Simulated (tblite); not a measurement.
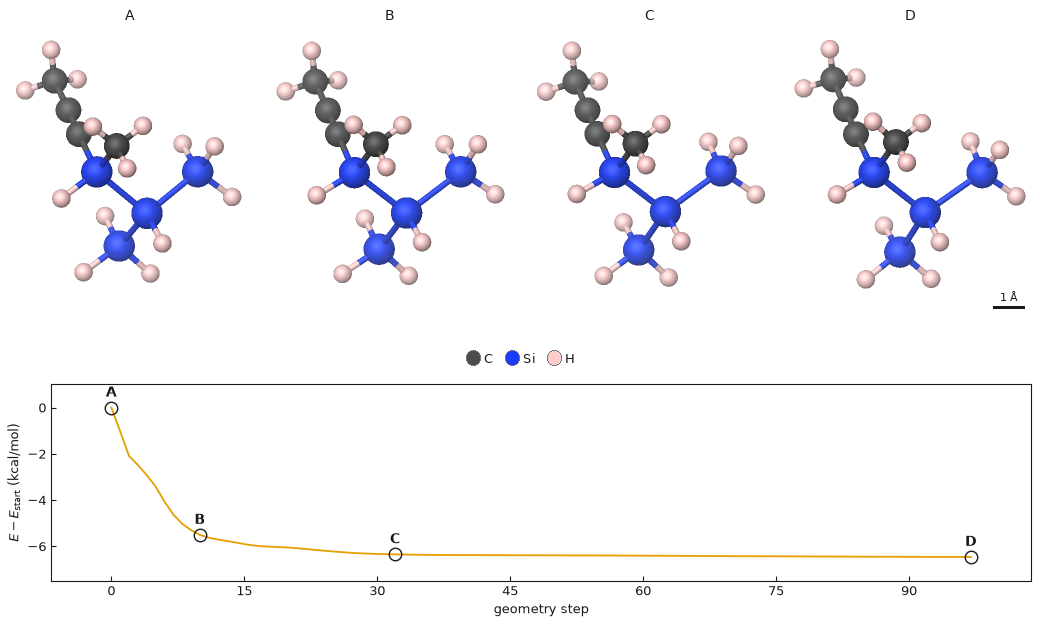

Frames of a relaxation of C4H14Si4, marked on the history of the run. The picture is a ball-and-stick view, seen from a free direction.

All numbers below come from tblite 0.8.0, GFN2-xTB geometry optimisation, gas phase. 

**Describe the path.**

After 97 geometry steps the energy has fallen by 6.46 kcal/mol. The largest move after the best rigid fit is that of an H atom, 0.35 Å. Largest moves by element: H 0.35 Å, Si 0.22 Å, C 0.14 Å. Among the contacts that change: Si–Si 2.266 → 2.327 Å, Si–Si 2.284 → 2.343 Å, C–Si 1.858 → 1.905 Å, H–Si 1.495 → 1.465 Å. Among the angles between lasting bonds that change: Si–Si–H 108.4° → 116.7°, Si–Si–H 112.6° → 106.3°, Si–Si–Si 107.2° → 112.8°. From step 0 to 10: an H atom moves most (0.18 Å), energy −5.50 kcal/mol. From step 10 to 32: an H atom moves most (0.19 Å), energy −0.84 kcal/mol. From step 32 to 97: an H atom moves most (0.17 Å), energy −0.11 kcal/mol.
